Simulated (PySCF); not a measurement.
**One shape, several levels: SiCNOF3 (SMILES O=C=N[Si](F)(F)F)**

Wanted: a comparison of 6 runs (HF/3-21G, HF/cc-pVDZ, BLYP/3-21G, PBE0/def2-SVP, B3LYP/6-31G*, PBE0/6-311G**) of SiCNOF3. 

Program for the calculation: PySCF 2.14.0.

**1. The system as given**

SiCNOF3: 7 atoms, total charge 0, spin state singlet. As SMILES, `O=C=N[Si](F)(F)F`. The shape is that of a PBE0-D4/def2-TZVP optimisation.

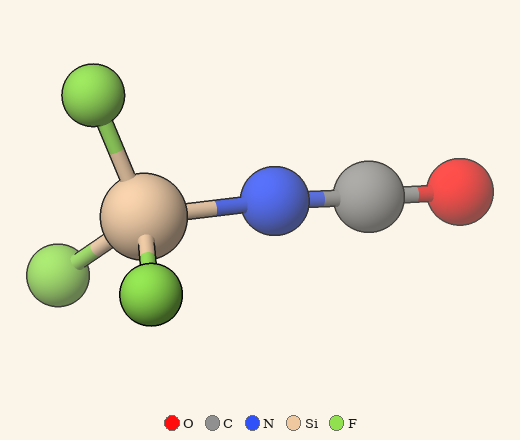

Viewed from a chosen angle; oxygen red, carbon grey, nitrogen blue, silicon light orange, fluorine green.

**2. Energy and gradient at HF/3-21G (run 1)**

File calc.py:

```python
from pyscf import gto, scf

mol = gto.Mole()
mol.atom = '''
O      2.028243    -4.543657     2.854809
C      1.302021    -2.796228     1.757067
N      0.571075    -0.986059     0.623421
Si    -0.648176     1.447908    -0.943729
F      1.507812     3.251274    -1.868750
F     -2.480266     2.989358     0.796142
F     -2.165059     0.508714    -3.305131
'''
mol.max_memory = 1860
mol.verbose = 4
mol.unit = 'bohr'
mol.spin = 0
mol.charge = 0
mol.basis = '3-21g'
mol.build()

mf = scf.RHF(mol)
mf.conv_tol = 1e-10
mf.kernel()
if not mf.converged:
    mf = mf.newton().run(mf.mo_coeff, mf.mo_occ)

e_tot = mf.e_tot
print('E(%s) = %.9f' % ('HF', e_tot))
grad = mf.nuc_grad_method().kernel()
mf.analyze()
```

Launch:

```bash
$ OMP_NUM_THREADS=1 python calc.py
```

Output:

```text
PySCF version 2.14.0

[... 81 lines left out ...]
One-electron Energy =                -1792.322105749739421
[... 8 lines left out ...]
MO #4   energy= -26.1917577854852  occ= 2
[... 6 lines left out ...]
MO #11  energy= -4.40272998677915  occ= 2
[... 6 lines left out ...]
MO #18  energy= -0.7868042286325   occ= 2
[... 6 lines left out ...]
MO #25  energy= -0.677917765272532 occ= 2
[... 6 lines left out ...]
MO #32  energy= 0.167998858466629  occ= 0
[... 6 lines left out ...]
MO #39  energy= 0.461085883067376  occ= 0
[... 6 lines left out ...]
MO #46  energy= 1.2630769989352    occ= 0
[... 6 lines left out ...]
MO #53  energy= 1.93089737324883   occ= 0
[... 6 lines left out ...]
MO #60  energy= 2.37348333949247   occ= 0
[... 6 lines left out ...]
MO #67  energy= 4.08760913556415   occ= 0
[... 38 lines left out ...]
pop of  3 Si 3pz          0.48650
pop of  3 Si 4px          0.02513
pop of  3 Si 4py          0.02113
pop of  3 Si 4pz          0.02418
pop of  4 F 1s            1.99988
pop of  4 F 2s            1.83384
pop of  4 F 3s            0.00317
pop of  4 F 2px           1.84312
pop of  4 F 2py           1.87225
pop of  4 F 2pz           1.91212
pop of  4 F 3px           0.00147
pop of  4 F 3py           0.00129
pop of  4 F 3pz           0.00077
pop of  5 F 1s            1.99988
pop of  5 F 2s            1.83404
pop of  5 F 3s            0.00318
pop of  5 F 2px           1.86870
pop of  5 F 2py           1.88679
pop of  5 F 2pz           1.87199
pop of  5 F 3px           0.00124
pop of  5 F 3py           0.00113
pop of  5 F 3pz           0.00118
pop of  6 F 1s            1.99988
pop of  6 F 2s            1.83403
pop of  6 F 3s            0.00318
pop of  6 F 2px           1.88698
pop of  6 F 2py           1.91017
pop of  6 F 2pz           1.83036
pop of  6 F 3px           0.00103
pop of  6 F 3py           0.00082
pop of  6 F 3pz           0.00169
 ** Mulliken atomic charges  **
charge of    0O =     -0.33179
charge of    1C =      0.60213
charge of    2N =     -0.61813
charge of    3Si =      1.75196
charge of    4F =     -0.46790
charge of    5F =     -0.46813
charge of    6F =     -0.46815
Dipole moment(X, Y, Z, Debye):  0.18402, -0.51220,  0.31674
```

Run time: 6 s. Hardware: 1 thread of Intel Xeon at 2.50GHz (Skylake/Cascade Lake), shared host; peak memory 0.14 GiB.

**3. Energy and forces at HF/cc-pVDZ (run 2)**

File run.py:

```python
import pyscf.grad
from pyscf import gto, scf

molecule = gto.M(
    atom=[
    ('O', (1.073300, -2.404400, 1.510700)),
    ('C', (0.689000, -1.479700, 0.929800)),
    ('N', (0.302200, -0.521800, 0.329900)),
    ('Si', (-0.343000, 0.766200, -0.499400)),
    ('F', (0.797900, 1.720500, -0.988900)),
    ('F', (-1.312500, 1.581900, 0.421300)),
    ('F', (-1.145700, 0.269200, -1.749000)),
],
    basis='cc-pvdz',
    spin=0,
    max_memory=1860,
    verbose=4,
)

mf = scf.RHF(molecule)
mf.conv_tol = 1e-10
mf.kernel()
if not mf.converged:
    mf = mf.newton().run(mf.mo_coeff, mf.mo_occ)

e_tot = mf.e_tot
print('Final energy', e_tot)
grad = mf.Gradients().kernel()
dip = mf.dip_moment()
pop, q = mf.mulliken_pop()
```

Launch:

```bash
$ OMP_NUM_THREADS=1 python run.py
```

Output:

```text
PySCF version 2.14.0

[... 63 lines left out ...]
converged SCF energy = -754.68406926344
Final energy -754.6840692634396
[... 13 lines left out ...]
Dipole moment(X, Y, Z, Debye):  0.15093, -0.32746,  0.20844
[... 71 lines left out ...]
pop of  4 F 3dyz          0.00064
pop of  4 F 3dz^2         0.00063
pop of  4 F 3dxz          0.00087
pop of  4 F 3dx2-y2       0.00103
pop of  5 F 1s            2.00189
pop of  5 F 2s            0.88867
pop of  5 F 3s            1.02531
pop of  5 F 2px           1.10897
pop of  5 F 2py           1.12188
pop of  5 F 2pz           1.11283
pop of  5 F 3px           0.70454
pop of  5 F 3py           0.71717
pop of  5 F 3pz           0.70609
pop of  5 F 3dxy          0.00106
pop of  5 F 3dyz          0.00100
pop of  5 F 3dz^2         0.00076
pop of  5 F 3dxz          0.00125
pop of  5 F 3dx2-y2       0.00075
pop of  6 F 1s            2.00189
pop of  6 F 2s            0.88867
pop of  6 F 3s            1.02532
pop of  6 F 2px           1.12160
pop of  6 F 2py           1.13941
pop of  6 F 2pz           1.08269
pop of  6 F 3px           0.71851
pop of  6 F 3py           0.73414
pop of  6 F 3pz           0.67520
pop of  6 F 3dxy          0.00049
pop of  6 F 3dyz          0.00104
pop of  6 F 3dz^2         0.00131
pop of  6 F 3dxz          0.00154
pop of  6 F 3dx2-y2       0.00043
 ** Mulliken atomic charges  **
charge of    0O =     -0.23970
charge of    1C =      0.51680
charge of    2N =     -0.50492
charge of    3Si =      1.40366
charge of    4F =     -0.39141
charge of    5F =     -0.39219
charge of    6F =     -0.39225
```

Wall time 29 s (1 thread of Intel Xeon at 2.50GHz (Skylake/Cascade Lake), shared host); peak memory 0.22 GiB.

**4. Energy and forces at BLYP/3-21G (run 3)**

File geometry.xyz:

```xyz
7

O      1.073300    -2.404400     1.510700
C      0.689000    -1.479700     0.929800
N      0.302200    -0.521800     0.329900
Si    -0.343000     0.766200    -0.499400
F      0.797900     1.720500    -0.988900
F     -1.312500     1.581900     0.421300
F     -1.145700     0.269200    -1.749000
```

File input.py:

```python
import pyscf.grad
from pyscf import gto, dft

mol = gto.M(
    atom='geometry.xyz',
    basis='3-21g',
    verbose=4,
    max_memory=1860,
)

mf = dft.RKS(mol, xc='blyp')
mf.grids.level = 5
mf.conv_tol = 1e-10
mf.kernel()
if not mf.converged:
    mf = mf.newton().run(mf.mo_coeff, mf.mo_occ)

etot = mf.e_tot
print('Final energy', etot)
grad = mf.Gradients().kernel()
mf.analyze()
```

Launch:

```bash
$ OMP_NUM_THREADS=1 python input.py
```

Output:

```text
PySCF version 2.14.0

[... 100 lines left out ...]
One-electron Energy =                -1793.688347842576150
[... 8 lines left out ...]
MO #4   energy= -24.1826592068046  occ= 2
[... 6 lines left out ...]
MO #11  energy= -3.60384291269221  occ= 2
[... 6 lines left out ...]
MO #18  energy= -0.478423536849196 occ= 2
[... 6 lines left out ...]
MO #25  energy= -0.370591304063026 occ= 2
[... 6 lines left out ...]
MO #32  energy= -0.00673825505691864 occ= 0
[... 6 lines left out ...]
MO #39  energy= 0.24854373898592   occ= 0
[... 6 lines left out ...]
MO #46  energy= 0.9087871482162    occ= 0
[... 6 lines left out ...]
MO #53  energy= 1.55148074916564   occ= 0
[... 6 lines left out ...]
MO #60  energy= 1.87152478282673   occ= 0
[... 6 lines left out ...]
MO #67  energy= 3.57620047987389   occ= 0
[... 38 lines left out ...]
pop of  3 Si 3pz          0.57455
pop of  3 Si 4px          0.03371
pop of  3 Si 4py          0.02827
pop of  3 Si 4pz          0.03243
pop of  4 F 1s            1.99976
pop of  4 F 2s            1.83928
pop of  4 F 3s            0.00378
pop of  4 F 2px           1.81003
pop of  4 F 2py           1.83639
pop of  4 F 2pz           1.87041
pop of  4 F 3px           0.00050
pop of  4 F 3py           0.00053
pop of  4 F 3pz           0.00029
pop of  5 F 1s            1.99976
pop of  5 F 2s            1.83951
pop of  5 F 3s            0.00379
pop of  5 F 2px           1.83134
pop of  5 F 2py           1.84904
pop of  5 F 2pz           1.83634
pop of  5 F 3px           0.00047
pop of  5 F 3py           0.00047
pop of  5 F 3pz           0.00039
pop of  6 F 1s            1.99976
pop of  6 F 2s            1.83951
pop of  6 F 3s            0.00379
pop of  6 F 2px           1.84763
pop of  6 F 2py           1.87182
pop of  6 F 2pz           1.79729
pop of  6 F 3px           0.00039
pop of  6 F 3py           0.00028
pop of  6 F 3pz           0.00065
 ** Mulliken atomic charges  **
charge of    0O =     -0.21586
charge of    1C =      0.39193
charge of    2N =     -0.47893
charge of    3Si =      1.38606
charge of    4F =     -0.36097
charge of    5F =     -0.36110
charge of    6F =     -0.36112
Dipole moment(X, Y, Z, Debye):  0.13934, -0.38458,  0.23797
```

Run time: 38 s. Hardware: 1 thread of Intel Xeon at 2.50GHz (Skylake/Cascade Lake), shared host; peak memory 0.67 GiB.

Runs 4 to 5 aren't shown in full; the table further down has their settings and results.

**5. Energy and forces at PBE0/6-311G(d,p) (run 6)**

File input.py:

```python
# O=C=N[Si](F)(F)F
from pyscf import gto, dft

mol = gto.M(
    atom='''
O      1.073300    -2.404400     1.510700
C      0.689000    -1.479700     0.929800
N      0.302200    -0.521800     0.329900
Si    -0.343000     0.766200    -0.499400
F      0.797900     1.720500    -0.988900
F     -1.312500     1.581900     0.421300
F     -1.145700     0.269200    -1.749000
''',
    charge=0,
    max_memory=1860,
    basis='6-311g**',
    verbose=4,
)

mf = dft.RKS(mol)
mf.xc = 'pbe0'
mf.grids.level = 5
mf.conv_tol = 1e-10
mf.kernel()
if not mf.converged:
    mf = mf.newton().run(mf.mo_coeff, mf.mo_occ)

e_final = mf.e_tot
print(f'total energy: {e_final:.8f} hartree')
grad = mf.nuc_grad_method().kernel()
mf.analyze()
```

Launch:

```bash
$ OMP_NUM_THREADS=1 python input.py
```

Output:

```text
PySCF version 2.14.0

[... 102 lines left out ...]
MO #2   energy= -24.7929704667521  occ= 2
[... 11 lines left out ...]
MO #14  energy= -1.25667502117676  occ= 2
[... 11 lines left out ...]
MO #26  energy= -0.497734070609382 occ= 2
[... 11 lines left out ...]
MO #38  energy= 0.173786294372844  occ= 0
[... 11 lines left out ...]
MO #50  energy= 0.739958675383521  occ= 0
[... 11 lines left out ...]
MO #62  energy= 1.05032113542429   occ= 0
[... 11 lines left out ...]
MO #74  energy= 1.39432893500904   occ= 0
[... 11 lines left out ...]
MO #86  energy= 2.69879344131897   occ= 0
[... 11 lines left out ...]
MO #98  energy= 3.75535002054527   occ= 0
[... 11 lines left out ...]
MO #110 energy= 4.26608584815146   occ= 0
[... 11 lines left out ...]
MO #122 energy= 6.21701751376267   occ= 0
[... 11 lines left out ...]
MO #134 energy= 141.23574334531    occ= 0
[... 105 lines left out ...]
pop of  5 F 2py           1.88002
pop of  5 F 2pz           1.86934
pop of  5 F 3px           0.00055
pop of  5 F 3py           0.00078
pop of  5 F 3pz           0.00055
pop of  5 F 4px           0.00034
pop of  5 F 4py           0.00033
pop of  5 F 4pz           0.00031
pop of  5 F 3dxy          0.00097
pop of  5 F 3dyz          0.00090
pop of  5 F 3dz^2         0.00054
pop of  5 F 3dxz          0.00115
pop of  5 F 3dx2-y2       0.00054
pop of  6 F 1s            1.99998
pop of  6 F 2s            1.83377
pop of  6 F 3s            0.00279
pop of  6 F 4s            0.00002
pop of  6 F 2px           1.87961
pop of  6 F 2py           1.90128
pop of  6 F 2pz           1.83298
pop of  6 F 3px           0.00061
pop of  6 F 3py           0.00079
pop of  6 F 3pz           0.00048
pop of  6 F 4px           0.00030
pop of  6 F 4py           0.00025
pop of  6 F 4pz           0.00043
pop of  6 F 3dxy          0.00041
pop of  6 F 3dyz          0.00086
pop of  6 F 3dz^2         0.00107
pop of  6 F 3dxz          0.00144
pop of  6 F 3dx2-y2       0.00032
 ** Mulliken atomic charges  **
charge of    0O =     -0.30506
charge of    1C =      0.52556
charge of    2N =     -0.52994
charge of    3Si =      1.68149
charge of    4F =     -0.45729
charge of    5F =     -0.45738
charge of    6F =     -0.45738
Dipole moment(X, Y, Z, Debye):  0.12931, -0.30317,  0.19102
```

It took 1.8 min on 1 thread of Intel Xeon at 2.50GHz (Skylake/Cascade Lake), shared host; peak memory 1.5 GiB.

**6. All runs side by side**

| run | level | integration grid | Cartesian functions | energy (Eh) | dipole moment (D) | HOMO energy (eV) | LUMO energy (eV) | wall time |
| --- | --- | --- | --- | --- | --- | --- | --- | --- |
| 1 | HF/3-21G | – | no | -750.617517 | 0.63 | -13.34 | 4.57 | 6 s |
| 2 | HF/cc-pVDZ | – | no | -754.684069 | 0.42 | -13.43 | 4.40 | 29 s |
| 3 | BLYP/3-21G | 5 | no | -753.144512 | 0.47 | -7.69 | -0.18 | 38 s |
| 4 | PBE0/def2-SVP | 5 | no | -756.297548 | 0.26 | -9.80 | 0.26 | 79 s |
| 5 | B3LYP/6-31G* (Cartesian functions) | 5 | yes | -757.333751 | 0.17 | -9.32 | 0.15 | 99 s |
| 6 | PBE0/6-311G** | 5 | no | -756.887581 | 0.38 | -9.88 | 0.14 | 1.8 min |

**7. Outcome**

| quantity | value |
| --- | --- |
| run 6: total energy | -756.88758 Eh |
| run 6: dipole moment | 0.38 D |
| run 6: HOMO energy | -9.88 eV |
| run 6: LUMO energy | 0.14 eV |
| run 6: HOMO–LUMO gap | 10.02 eV |
| run 6: largest force on an atom | 0.641 eV/Å |

What this shows: The dipole moment (its size) runs from 0.17 D (B3LYP/6-31G*) to 0.63 D (HF/3-21G). The two ends differ in method and basis. The HOMO–LUMO gap runs from 7.51 eV (BLYP/3-21G) to 17.91 eV (HF/3-21G). Exact exchange widens orbital gaps. Totals of different functionals can't be ranked against each other. All runs together took 6 min, the longest 1.8 min.
